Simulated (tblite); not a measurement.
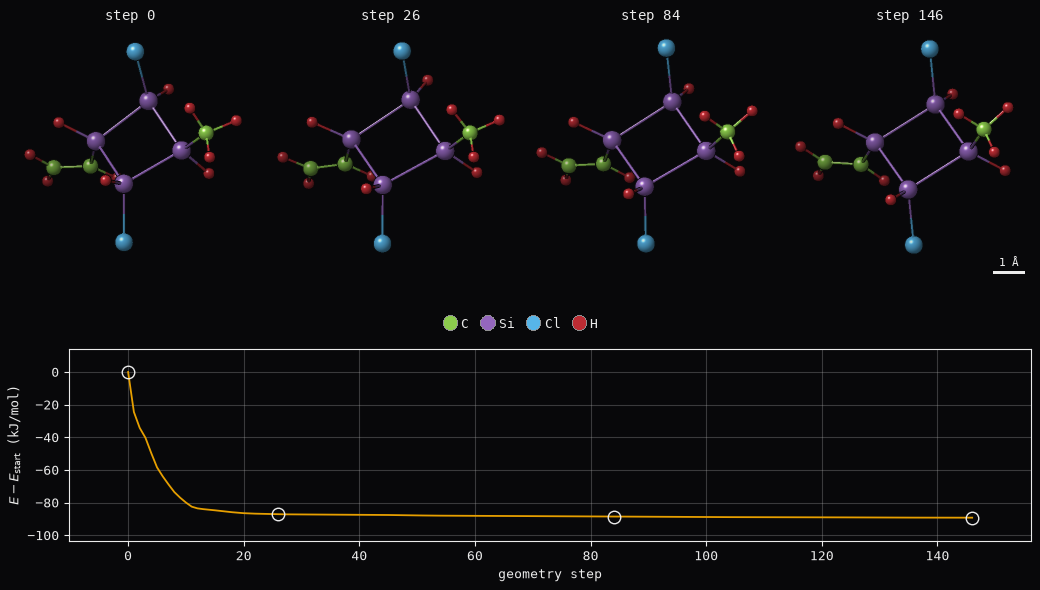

Frames of a relaxation of C3H10Cl2Si4, marked on the history of the run. A ball-and-stick model, seen from a free direction.

These are results of GFN2-xTB geometry optimisation, gas phase (tblite 0.8.0), not measurements. 

What happens along the run?

Answer. The largest move after the best rigid fit is that of a Cl atom, 0.79 Å. Largest moves by element: Cl 0.79 Å, H 0.69 Å, Si 0.38 Å, C 0.34 Å. Near-neighbour distances that change, for instance: Si–Si 2.216 → 2.381 Å, Si–Si 2.236 → 2.384 Å, Si–Si 2.267 → 2.386 Å, C–Si 1.843 → 1.906 Å. Bond angles that change, for instance: Cl–Si–H 112.6° → 101.6°, Cl–Si–H 112.0° → 101.7°, Si–Si–H 111.5° → 120.5°. The energy falls by 89.2 kJ/mol in 146 geometry steps. From step 0 to 26: an H atom moves most (0.38 Å), energy −87.1 kJ/mol. From step 26 to 84: an H atom moves most (0.40 Å), energy −1.47 kJ/mol. From step 84 to 146: a Cl atom moves most (0.31 Å), energy −0.63 kJ/mol.

```csv
step,"E − E(0), kJ/mol"
0,0.00
1,-24.46
2,-34.15
3,-40.26
4,-49.61
5,-58.37
6,-63.95
7,-68.88
8,-73.52
9,-76.94
10,-79.92
17,-85.48
24,-86.91
31,-87.24
39,-87.39
46,-87.58
53,-87.93
60,-88.11
67,-88.22
74,-88.33
82,-88.49
89,-88.62
96,-88.76
103,-88.84
110,-88.89
117,-88.92
125,-89.02
132,-89.11
139,-89.16
146,-89.18
```
